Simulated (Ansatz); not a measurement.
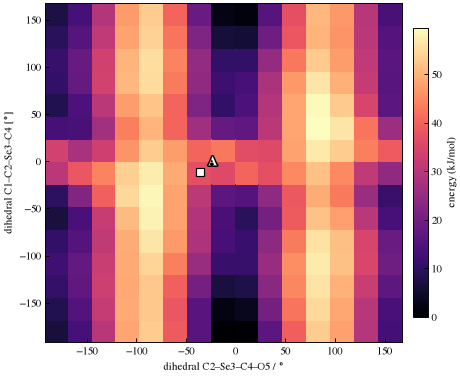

C₃H₄OSe, SMILES C=C[Se]C=O. First axis: dihedral C2–Se3–C4–O5. Second axis: dihedral C1–C2–Se3–C4. Nothing is relaxed (all other coordinates rigid). Grid: 15 × 15 points. Points are written as (first, second). All energies are given in kJ/mol relative to the lowest grid point. Energies and slopes of some neighbouring points disagree (a jump in structure or state, or too coarse a mesh). All numbers below come from RKS PBE0-D4/def2-SVP (Ansatz 0.2.0).

Drawn: one coloured cell a grid point, the point A.

Q: Which way does the force act at A, and how strong is it?

A: A, at (−36°, −12°), is not a stationary point. The computed force is 0.37 kJ/mol for each degree towards larger values of dihedral C2–Se3–C4–O5 and 0.37 kJ/mol for each degree towards smaller values of dihedral C1–C2–Se3–C4.
